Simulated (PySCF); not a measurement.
# C4H14Si2 (SMILES CC(C)[SiH2]C[SiH3]): what the fields show

| atom | x (Å) | y (Å) | z (Å) |
| --- | --- | --- | --- |
| C | -1.8644 | -1.3749 | -0.0765 |
| C | -1.5766 | 0.0338 | 0.4363 |
| C | -1.9663 | 1.0632 | -0.6214 |
| Si | 0.2436 | 0.2344 | 0.9936 |
| C | 1.4382 | -0.0427 | -0.4564 |
| Si | 3.2760 | 0.1294 | -0.0191 |
| H | -2.9192 | -1.4875 | -0.3269 |
| H | -1.2840 | -1.5815 | -0.9737 |
| H | -1.6109 | -2.1206 | 0.6740 |
| H | -2.2123 | 0.2030 | 1.3123 |
| H | -1.7875 | 2.0747 | -0.2628 |
| H | -1.3872 | 0.9153 | -1.5309 |
| H | -3.0216 | 0.9734 | -0.8784 |
| H | 0.5087 | -0.7453 | 2.0569 |
| H | 0.4130 | 1.5918 | 1.5315 |
| H | 1.2717 | -1.0366 | -0.8727 |
| H | 1.2028 | 0.6622 | -1.2542 |
| H | 3.5446 | 1.4787 | 0.4802 |
| H | 3.6383 | -0.8529 | 1.0036 |
| H | 4.0881 | -0.1072 | -1.2188 |

Geometry: GFN2-xTB.

Theory: PBE0/def2-SVPD, SCF density, gas phase (PySCF).

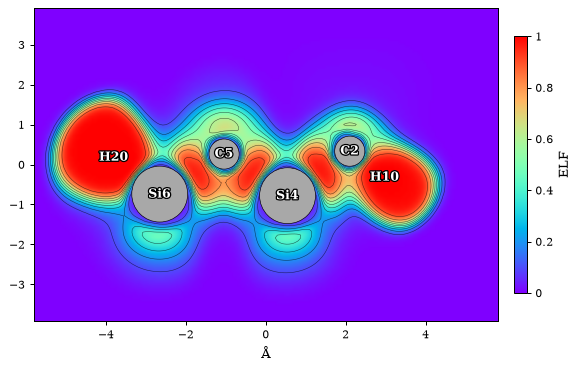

Figure 1. Electron localisation function on the plane of atoms C2, Si4 and C5. Grey discs cover the atomic cores.

What do the fields say about this system?

The plane passes through C, Si and H nuclei. C–Si (1.90 Å): the ELF peaks at about 0.95 between the atoms: localised, covalent bonding. C–H (1.10 Å): the ELF climbs to about 1 towards the hydrogen, as it does in any bond to H: an ordinary covalent bond to hydrogen. Si–H (1.47 Å): the ELF climbs to about 1 towards the hydrogen.

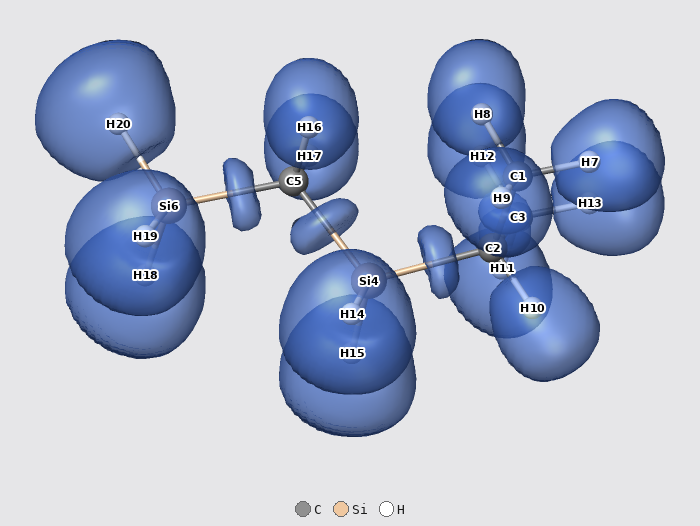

Figure 2. Isosurface of the electron localisation function at 0.85 (blue), seen from one side. Only the valence region is drawn (cores and ρ < 0.01 e/Å³ removed).

Identify the bonds, lone pairs and shells in this picture.

The ELF exceeds this value in two regions between bonded C–C atoms (shared pairs), three regions between bonded C–Si atoms (shared pairs) and 14 regions around hydrogen nuclei. Along the contacts the grid gives the following. C–C (1.53 Å): the ELF peaks at about 0.95 between the atoms; localised, covalent bonding.

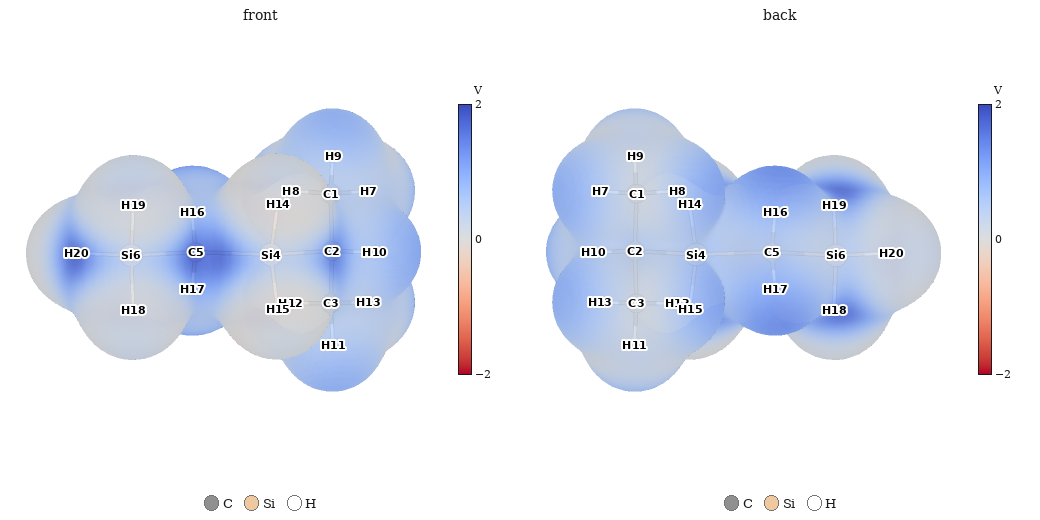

Figure 3. The electrostatic potential painted on the density surface at 0.004 e/bohr³, seen from the front and from behind; the colour scale runs from red (negative) to blue (positive).

Which sites attract a positive test charge, and which a negative one?

A positive charge is drawn to the negative regions and a negative charge to the positive ones. The most negative region (about −0.1 V) lies over H14 and H15, the most positive (about +1.6 V) over Si4 and Si6.
